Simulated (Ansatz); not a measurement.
## Geometry relaxation of SiH₆O

The run: geometry relaxation of SiH₆O. Method and program: RKS PBE/def2-mTZVP (Ansatz 0.2.0).

It belongs to a series of runs on one base structure; here: end point B relaxed. Figures and captions count atoms from 1; the log counts them from 0 in places.

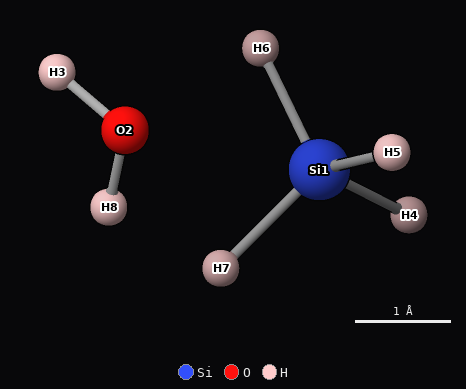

*The input geometry (ball-and-stick view, seen at a tilt; atoms are numbered from 1 in the order of the input).*

**Results in brief**

```tsv
quantity	value
outcome	converged
total energy	−10016.0704 eV
mean-field energy	−10016.0704 eV
largest force (length of the vector) at the end	0.029 eV/Å
hardware	1 thread of Arm Neoverse V2, 24 GiB of memory available, shared host
wall time	14 s
peak memory	0.11 GiB
```

**The input**
```yaml
crystal:
  periodic: [false, false, false]
  atoms:
    - { symbol: Si, position_ang: [0.373055, -0.216681, -0.417225] }
    - { symbol: O, position_ang: [-0.484899, -0.153873, 2.337061] }
    - { symbol: H, position_ang: [-1.105214, -0.861978, 2.593484] }
    - { symbol: H, position_ang: [1.071065, -0.33879, -1.74017] }
    - { symbol: H, position_ang: [0.07354, 1.221636, -0.168637] }
    - { symbol: H, position_ang: [-0.869195, -1.044456, -0.470705] }
    - { symbol: H, position_ang: [1.293382, -0.748966, 0.605819] }
    - { symbol: H, position_ang: [0.378666, -0.626293, 2.228275] }
basis:
  gaussian: { orbitals: def2-mTZVP }
hamiltonian:
  xc: pbe
relax:
  f_tol: 0.03
  max_steps: 50
```

Run as:
```bash
ansatz run input.yaml --threads 1 --pin off --max-ram 2048MiB --backend cpu --events-out ev --progress --plain --runs-dir out
```

**Output**
```
The last accepted step is kept in [file] (removed where the run ends without a failure and the disk answers)
Engine: ansatz 0.2.0, aarch64-unknown-linux-gnu
Functional definition: PBE
  parameter kappa = 0.804
  parameter beta = 0.06672455060314922
  exchange = pbe_x(kappa = kappa, mu = beta*pi^2/3)
  correlation = pbe_c(beta = beta)
630 factors; their error is unknown
mean field evaluation 1: about -10010.2576 eV, gradient 5.8e1 eV
mean field evaluation 2: about -9987.0022 eV, gradient 1.2e2 eV
mean field evaluation 4: about -10015.9685 eV, gradient 2.8e0 eV
mean field evaluation 8: about -10015.9793 eV, gradient 3.6e-2 eV
mean field -10015.97930448 eV, -368.0804503650 hartree, gradient 2.6e-5 eV, S^2 0.000000; 0 other end points of the search recorded, 0 dependent functions left out
the calculation of the forces begins
reference -10015.97934130 eV, -368.0804517180 hartree; 14, 14 occupied and 50, 50 virtual orbitals, 630 factors
relax step   1: F+E_penalty+E_count = -10015.97930448 eV  Δ(F+E_penalty+E_count) = +0.000e0 eV  max|allowed force component| = 6.119e-1 eV/Å  Δτ_max = 0.0000 Å  (22 SCF iters, accepted)
these checks for a lower state are left out or cut short: starts, cluster_reference, orbital_swaps, neighbouring_geometries, increment
630 factors; their error is unknown
mean field evaluation 16: about -10016.0580 eV, gradient 8.3e-2 eV
mean field -10016.04178041 eV, -368.0827463132 hartree, gradient 1.6e-5 eV, S^2 0.000000; 0 other end points of the search recorded, 0 dependent functions left out
[... from here on the field's lines of each further geometry are left out, up to the last ...]
relax step   2: F+E_penalty+E_count = -10016.04178041 eV  Δ(F+E_penalty+E_count) = -6.248e-2 eV  max|allowed force component| = 3.109e-1 eV/Å  Δτ_max = 0.1949 Å  (26 SCF iters, accepted)
relax step   3: F+E_penalty+E_count = -10016.03406104 eV  Δ(F+E_penalty+E_count) = +7.719e-3 eV  max|allowed force component| = 4.494e-1 eV/Å  Δτ_max = 0.1939 Å  (26 SCF iters, rejected (line search))
relax step   4: F+E_penalty+E_count = -10016.05343892 eV  Δ(F+E_penalty+E_count) = -1.166e-2 eV  max|allowed force component| = 2.333e-1 eV/Å  Δτ_max = 0.0945 Å  (25 SCF iters, accepted)
relax step   5: F+E_penalty+E_count = -10016.06134852 eV  Δ(F+E_penalty+E_count) = -7.910e-3 eV  max|allowed force component| = 1.202e-1 eV/Å  Δτ_max = 0.1000 Å  (26 SCF iters, accepted)
relax step   6: F+E_penalty+E_count = -10016.06747668 eV  Δ(F+E_penalty+E_count) = -6.128e-3 eV  max|allowed force component| = 6.271e-2 eV/Å  Δτ_max = 0.1500 Å  (26 SCF iters, accepted)
relax step   7: F+E_penalty+E_count = -10016.06942445 eV  Δ(F+E_penalty+E_count) = -1.948e-3 eV  max|allowed force component| = 1.080e-2 eV/Å  Δτ_max = 0.0867 Å  (26 SCF iters, accepted)
relax step   8: F+E_penalty+E_count = -10016.06573870 eV  Δ(F+E_penalty+E_count) = +3.686e-3 eV  max|allowed force component| = 4.915e-1 eV/Å  Δτ_max = 0.1361 Å  (26 SCF iters, rejected (line search))
relax step   9: F+E_penalty+E_count = -10016.06985000 eV  Δ(F+E_penalty+E_count) = -4.256e-4 eV  max|allowed force component| = 4.639e-2 eV/Å  Δτ_max = 0.0651 Å  (26 SCF iters, accepted)
relax step  10: F+E_penalty+E_count = -10016.06982033 eV  Δ(F+E_penalty+E_count) = +2.968e-5 eV  max|allowed force component| = 1.609e-1 eV/Å  Δτ_max = 0.0602 Å  (25 SCF iters, rejected (line search))
relax step  11: F+E_penalty+E_count = -10016.07026964 eV  Δ(F+E_penalty+E_count) = -4.196e-4 eV  max|allowed force component| = 2.917e-3 eV/Å  Δτ_max = 0.0276 Å  (26 SCF iters, accepted)
relax step  12: F+E_penalty+E_count = -10016.07025865 eV  Δ(F+E_penalty+E_count) = +1.099e-5 eV  max|allowed force component| = 6.005e-2 eV/Å  Δτ_max = 0.0408 Å  (25 SCF iters, rejected (line search))
the calculation of the forces begins
reference -10016.07035843 eV, -368.0837965359 hartree; 14, 14 occupied and 50, 50 virtual orbitals, 630 factors
relax step  13: F+E_penalty+E_count = -10016.07031978 eV  Δ(F+E_penalty+E_count) = -5.014e-5 eV  max|allowed force component| = 2.122e-2 eV/Å  Δτ_max = 0.0199 Å  (26 SCF iters, accepted)
```

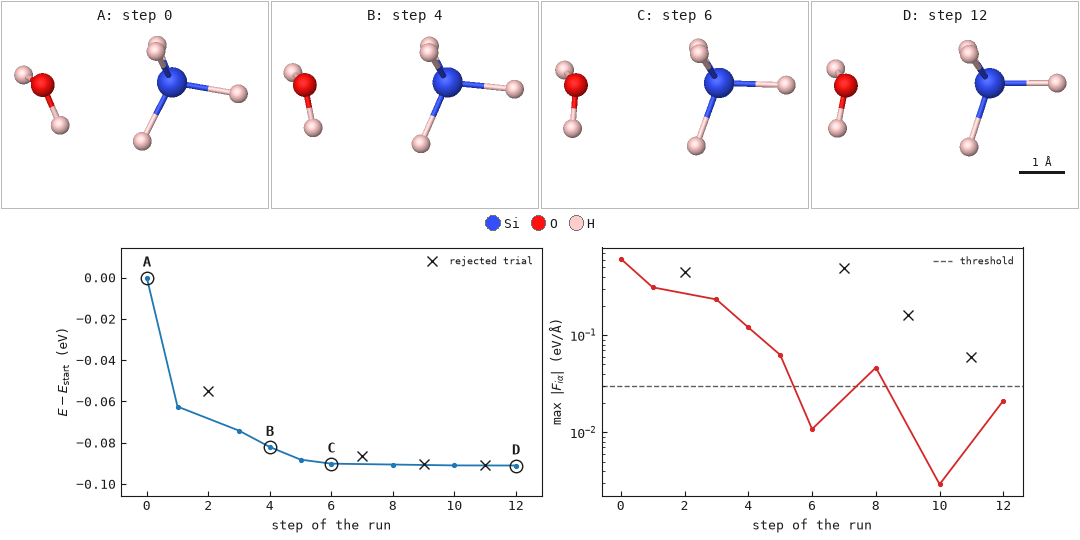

*Frames of the relaxation (ball-and-stick view, seen at a tilt) above the curves, on which the letters mark them (the first geometry is step 0 here and step 1 in the log).*

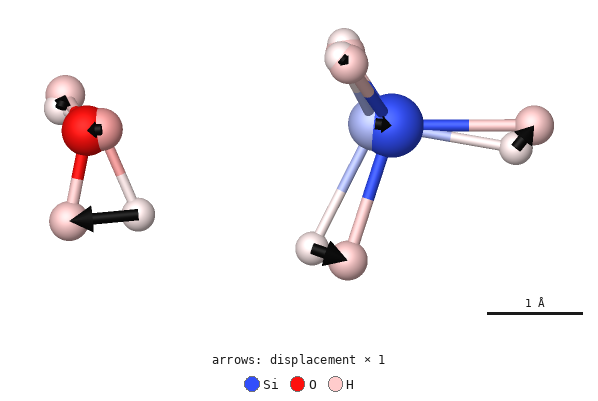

*Start (faint) and end (solid) with the displacements as black arrows, at true length (ball-and-stick view, seen at a tilt). The two geometries are laid on each other by the best rigid fit.*

H8 moves most after the best rigid fit: 0.73 Å. Largest moves by element: H 0.73 Å, Si 0.17 Å, O 0.15 Å. Among the contacts that change: Si1–H7 1.475 → 1.496 Å, O2–H8 0.990 → 0.976 Å. After 12 geometry steps the energy has fallen by 0.091 eV. The largest force component goes from 0.61 to 0.021 eV/Å. The line search rejected the trial steps at points 2, 7, 9, 11 (counted from 0) and went back. (Atoms are counted from 1 in the order of the input.)

```
630 factors; their error is unknown
mean field -10016.07031978 eV, -368.0837951156 hartree, gradient 2.6e-5 eV, S^2 0.000000; 1 other end points of the search recorded, 0 dependent functions left out
the calculation of the forces begins
reference -10016.07035843 eV, -368.0837965359 hartree; 14, 14 occupied and 50, 50 virtual orbitals, 630 factors
Total energy: -10016.07035843 eV, -368.0837965359 hartree
Atom 0 at     0.446914    -0.221235    -0.574870 Å, force    -0.000973    -0.000722     0.000680 eV/Å
Atom 1 at    -0.528944    -0.176361     2.482991 Å, force     0.018918    -0.016484     0.014225 eV/Å
Atom 2 at    -1.226896    -0.857187     2.502755 Å, force     0.002003     0.003705    -0.001197 eV/Å
Atom 3 at     0.912976    -0.278879    -1.999226 Å, force     0.000032     0.000122    -0.000385 eV/Å
Atom 4 at     0.152684     1.198938    -0.223740 Å, force     0.000425    -0.000296     0.000186 eV/Å
Atom 5 at    -0.782089    -1.064455    -0.453588 Å, force     0.001221     0.000149     0.000204 eV/Å
Atom 6 at     1.536302    -0.767873     0.291848 Å, force    -0.000409     0.000522    -0.001106 eV/Å
Atom 7 at     0.219453    -0.602349     2.941732 Å, force    -0.021217     0.013005    -0.012607 eV/Å
Dipole moment:    -0.021424    -0.318123     0.249526 e Å
```

**Trajectory as extended XYZ (Å, eV, eV/Å), 13 frames, from step=1 to step=13**
```
8
Properties=species:S:1:pos:R:3:forces:R:3 step=1 energy=-10015.97930
Si    0.3731   -0.2167   -0.4172   -0.2525   0.1515  -0.4719
O    -0.4849   -0.1539    2.3371    0.4680  -0.2742   0.0902
H    -1.1052   -0.8620    2.5935    0.0005  -0.0038  -0.0062
H     1.0711   -0.3388   -1.7402    0.0025  -0.0003  -0.0020
H     0.0735    1.2216   -0.1686    0.0008   0.0059   0.0010
H    -0.8692   -1.0445   -0.4707    0.0030   0.0043   0.0009
H     1.2934   -0.7490    0.6058    0.3897  -0.1788   0.1486
H     0.3787   -0.6263    2.2283   -0.6119   0.2953   0.2394
8
Properties=species:S:1:pos:R:3:forces:R:3 step=2 energy=-10016.04178
Si    0.3882   -0.2133   -0.4911    0.0499   0.0059  -0.1381
O    -0.5162   -0.1530    2.4702    0.0378  -0.3109   0.0397
H    -1.1571   -0.8818    2.6175    0.2184   0.2001  -0.0420
H     1.0695   -0.3282   -1.8209   -0.0615   0.0277  -0.0593
H     0.0889    1.2207   -0.2126    0.0018  -0.0076   0.0051
H    -0.8566   -1.0399   -0.5140    0.0088   0.0058   0.0141
H     1.3626   -0.7632    0.4982    0.0393  -0.0286   0.0906
H     0.3510   -0.6107    2.4206   -0.2945   0.1077   0.0899
8
Properties=species:S:1:pos:R:3:forces:R:3 step=3 energy=-10016.03406 accepted=F
Si    0.4450   -0.2164   -0.5712   -0.1456  -0.0024   0.1725
O    -0.5504   -0.1659    2.4879    0.2960  -0.1702   0.0787
H    -1.1730   -0.8817    2.6910   -0.4494  -0.0708   0.0135
H     1.0277   -0.2996   -1.9572    0.0561  -0.0344   0.1867
H     0.1150    1.1994   -0.2474    0.0524   0.0908  -0.0569
H    -0.8113   -1.0199   -0.5225   -0.0238  -0.0748  -0.0811
H     1.3787   -0.7506    0.4816    0.0837   0.0126  -0.2729
H     0.2987   -0.6348    2.6057    0.1306   0.2491  -0.0405
8
Properties=species:S:1:pos:R:3:forces:R:3 step=4 energy=-10016.05344
Si    0.4038   -0.2144   -0.5175    0.0118  -0.0076  -0.0059
O    -0.5275   -0.1578    2.4703    0.1780  -0.2333   0.0532
H    -1.1644   -0.8824    2.6249    0.0049   0.0776  -0.0155
H     1.0509   -0.3177   -1.8660   -0.0214   0.0086  -0.0092
H     0.0992    1.2156   -0.2244    0.0108   0.0100  -0.0109
H    -0.8443   -1.0357   -0.5181    0.0020  -0.0081  -0.0095
H     1.3731   -0.7621    0.4845    0.0297  -0.0052  -0.0289
H     0.3396   -0.6148    2.5143   -0.2160   0.1579   0.0266
8
Properties=species:S:1:pos:R:3:forces:R:3 step=5 energy=-10016.06135
Si    0.4144   -0.2177   -0.5347   -0.0001   0.0071   0.0064
O    -0.5444   -0.1565    2.5027    0.0588  -0.1202   0.0148
H    -1.1764   -0.8964    2.5862    0.0303   0.0566  -0.0046
H     1.0214   -0.3091   -1.9016   -0.0079   0.0008  -0.0147
H     0.1186    1.2108   -0.2245    0.0064   0.0073  -0.0067
H    -0.8346   -1.0374   -0.5101   -0.0054  -0.0077  -0.0047
H     1.4057   -0.7732    0.4399    0.0223  -0.0041  -0.0110
H     0.3255   -0.5898    2.6101   -0.1044   0.0603   0.0204
8
Properties=species:S:1:pos:R:3:forces:R:3 step=6 energy=-10016.06748
Si    0.4282   -0.2165   -0.5486    0.0039  -0.0086  -0.0169
O    -0.5460   -0.1737    2.4716    0.0343  -0.0627   0.0298
H    -1.2062   -0.8857    2.5714    0.0237   0.0327  -0.0113
H     0.9729   -0.3008   -1.9431   -0.0032   0.0044  -0.0082
H     0.1405    1.2132   -0.2323   -0.0025  -0.0080   0.0061
H    -0.8154   -1.0442   -0.4831    0.0094   0.0074   0.0061
H     1.4683   -0.7666    0.3767   -0.0040   0.0016  -0.0016
H     0.2881   -0.5951    2.7553   -0.0617   0.0332  -0.0040
8
Properties=species:S:1:pos:R:3:forces:R:3 step=7 energy=-10016.06942
Si    0.4358   -0.2195   -0.5606    0.0004  -0.0007   0.0008
O    -0.5391   -0.1726    2.4787   -0.0003  -0.0006   0.0001
H    -1.2133   -0.8751    2.5346    0.0082   0.0029  -0.0005
H     0.9487   -0.2903   -1.9680   -0.0025   0.0018  -0.0021
H     0.1440    1.2048   -0.2257    0.0004   0.0026  -0.0016
H    -0.8025   -1.0523   -0.4721   -0.0004  -0.0023  -0.0005
H     1.4937   -0.7697    0.3427    0.0051  -0.0021  -0.0035
H     0.2631   -0.5947    2.8383   -0.0108  -0.0016   0.0072
8
Properties=species:S:1:pos:R:3:forces:R:3 step=8 energy=-10016.06574 accepted=F
Si    0.4457   -0.2206   -0.5743    0.0254  -0.0224  -0.0375
O    -0.5275   -0.1818    2.4697    0.4434  -0.2532   0.3070
H    -1.2277   -0.8611    2.5027    0.0461   0.0137   0.0102
H     0.9114   -0.2770   -2.0003   -0.0061   0.0024   0.0168
H     0.1546    1.2006   -0.2263   -0.0021   0.0020   0.0137
H    -0.7843   -1.0632   -0.4587    0.0000   0.0041   0.0089
H     1.5373   -0.7725    0.2874   -0.0152   0.0115  -0.0023
H     0.2208   -0.5939    2.9676   -0.4915   0.2419  -0.3168
8
Properties=species:S:1:pos:R:3:forces:R:3 step=9 energy=-10016.06985
Si    0.4449   -0.2223   -0.5724    0.0049   0.0105  -0.0243
O    -0.5434   -0.1654    2.5062   -0.0464  -0.0294  -0.0224
H    -1.2229   -0.8663    2.5117    0.0401   0.0370   0.0035
H     0.9253   -0.2797   -1.9925   -0.0031  -0.0038   0.0114
H     0.1510    1.1982   -0.2235    0.0003   0.0023   0.0047
H    -0.7867   -1.0626   -0.4632   -0.0025  -0.0044   0.0064
H     1.5253   -0.7722    0.3039   -0.0026  -0.0004   0.0054
H     0.2368   -0.5991    2.8977    0.0093  -0.0117   0.0152
8
Properties=species:S:1:pos:R:3:forces:R:3 step=10 energy=-10016.06982 accepted=F
Si    0.4493   -0.2199   -0.5819    0.0098  -0.0199   0.0093
O    -0.5308   -0.1776    2.4850    0.0594  -0.1609   0.0951
H    -1.2328   -0.8566    2.5157    0.0479   0.0746  -0.0167
H     0.9132   -0.2778   -2.0079   -0.0074   0.0032   0.0170
H     0.1551    1.1991   -0.2269   -0.0009   0.0043  -0.0051
H    -0.7780   -1.0649   -0.4543    0.0017   0.0047  -0.0091
H     1.5398   -0.7664    0.2848   -0.0041   0.0063  -0.0118
H     0.2146   -0.6052    2.9533   -0.1065   0.0878  -0.0788
8
Properties=species:S:1:pos:R:3:forces:R:3 step=11 energy=-10016.07027
Si    0.4453   -0.2209   -0.5732   -0.0007  -0.0001   0.0013
O    -0.5327   -0.1742    2.4867    0.0006  -0.0018  -0.0020
H    -1.2246   -0.8611    2.5080   -0.0012   0.0010  -0.0009
H     0.9193   -0.2809   -1.9947   -0.0003   0.0003  -0.0024
H     0.1516    1.2000   -0.2247    0.0002  -0.0003   0.0002
H    -0.7853   -1.0625   -0.4573    0.0010   0.0002   0.0009
H     1.5295   -0.7684    0.2995   -0.0003   0.0003   0.0001
H     0.2273   -0.6014    2.9235    0.0006   0.0004   0.0029
8
Properties=species:S:1:pos:R:3:forces:R:3 step=12 energy=-10016.07026 accepted=F
Si    0.4478   -0.2213   -0.5774    0.0028  -0.0033   0.0059
O    -0.5243   -0.1785    2.4812    0.0477  -0.0405   0.0401
H    -1.2277   -0.8541    2.4967    0.0107   0.0086   0.0004
H     0.9089   -0.2776   -2.0035   -0.0011   0.0000   0.0006
H     0.1531    1.1984   -0.2244    0.0001  -0.0001  -0.0006
H    -0.7801   -1.0657   -0.4520    0.0017   0.0009  -0.0014
H     1.5404   -0.7671    0.2859   -0.0018   0.0016  -0.0049
H     0.2125   -0.6034    2.9615   -0.0600   0.0328  -0.0402
8
Properties=species:S:1:pos:R:3:forces:R:3 step=13 energy=-10016.07032
Si    0.4469   -0.2212   -0.5749   -0.0010  -0.0007   0.0007
O    -0.5289   -0.1764    2.4830    0.0189  -0.0165   0.0142
H    -1.2269   -0.8572    2.5028    0.0020   0.0037  -0.0012
H     0.9130   -0.2789   -1.9992    0.0000   0.0001  -0.0004
H     0.1527    1.1989   -0.2237    0.0004  -0.0003   0.0002
H    -0.7821   -1.0645   -0.4536    0.0012   0.0001   0.0002
H     1.5363   -0.7679    0.2918   -0.0004   0.0005  -0.0011
H     0.2195   -0.6023    2.9417   -0.0212   0.0130  -0.0126
```
